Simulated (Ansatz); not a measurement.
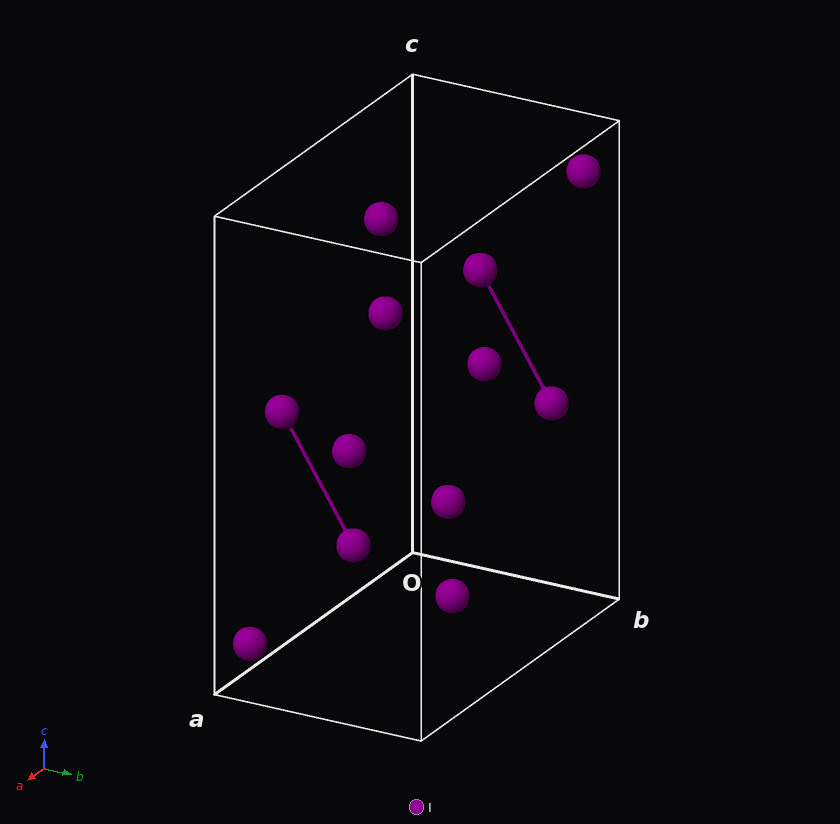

Crystal: I, the input geometry of an electronic-structure calculation (not necessarily at equilibrium). One unit cell is drawn above. Symmetry computed with spglib at a tolerance of 0.002 Å; standard conventional cell.

```cif
data_structure
_symmetry_space_group_name_H-M 'P 1'
_symmetry_Int_Tables_number 1
_cell_length_a 7.4913
_cell_length_b 4.3763
_cell_length_c 9.6484
_cell_angle_alpha 90.000
_cell_angle_beta 90.000
_cell_angle_gamma 90.000
_cell_volume 316.32
loop_
_atom_site_label
_atom_site_type_symbol
_atom_site_fract_x
_atom_site_fract_y
_atom_site_fract_z
_atom_site_occupancy
I1 I 0.50000 0.67261 0.12282 1
I2 I 0.50000 0.32739 0.87718 1
I3 I 0.50000 0.17261 0.37718 1
I4 I 0.50000 0.82739 0.62282 1
I5 I 0.00000 0.17261 0.12282 1
I6 I 0.00000 0.82739 0.87718 1
I7 I 0.00000 0.67261 0.37718 1
I8 I 0.00000 0.32739 0.62282 1
```

### What is its point group?

mmm (D2h), order 8, orthorhombic system: three twofold axes, three mirror planes, an inversion centre.

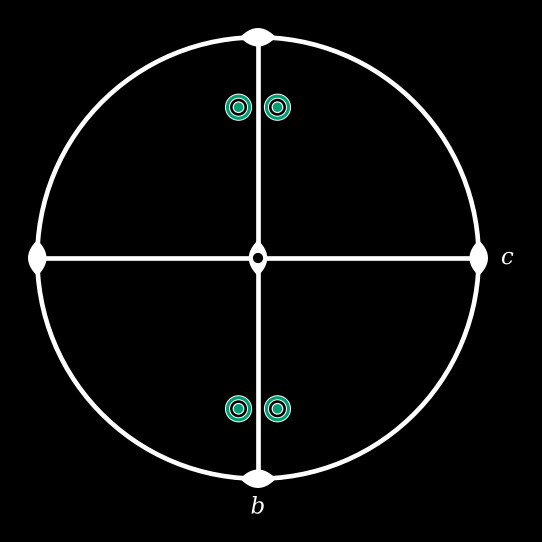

Stereographic projection: filled dots lie in the upper hemisphere, open rings in the lower; heavy lines are mirror planes (a heavy rim: a mirror in the plane of the page); lens, triangle, square and hexagon are 2-, 3-, 4- and 6-fold axes, a lens in an open square is −4, a triangle in an open hexagon −6; thin dashed diameters join the ends of axes that lie in the page; a small open circle marks inversion. The poles are one general form. The a axis points at the viewer.

### What does this class allow?

Class mmm is centrosymmetric, so neither piezoelectric nor pyroelectric; it is not chiral. Its Laue class is mmm.
